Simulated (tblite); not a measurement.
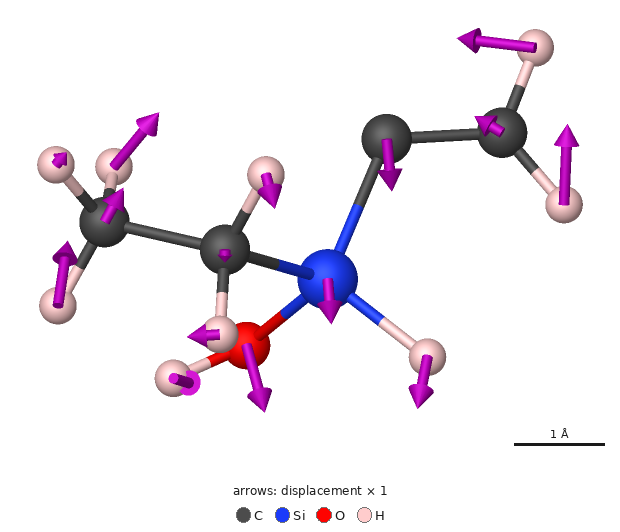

This is a relaxation of C$_{4}$H$_{9}$OSi (multiplicity 2). The starting structure is drawn; purple arrows show the displacements, at their true length. The two geometries are superimposed by the best rigid fit.

A ball-and-stick model, seen at a tilt.

Level of theory: GFN2-xTB geometry optimisation, gas phase (tblite 0.8.0). 

### What did the optimiser do to the structure, and how much energy did it gain?

The atom that moves furthest after the best rigid fit is an H atom (0.94 Å). Largest moves by element: H 0.94 Å, O 0.85 Å, C 0.59 Å, Si 0.52 Å. Among the contacts that change: O–Si 1.738 → 1.631 Å, C–C 1.327 → 1.291 Å, H–O 0.986 → 0.953 Å, C–H 1.114 → 1.088 Å. Bond angles that change, for instance: C–C–Si 118.8° → 154.7°, Si–O–H 106.2° → 121.3°, O–Si–H 110.0° → 99.5°. Groups turn about O–Si by about 75°, C–Si by about 25°, C–C by about 20°. After 169 geometry steps the energy has fallen by 82.4 kJ/mol. The run took 0.75 s on 1 thread of Arm Neoverse V2, with other jobs on the host.
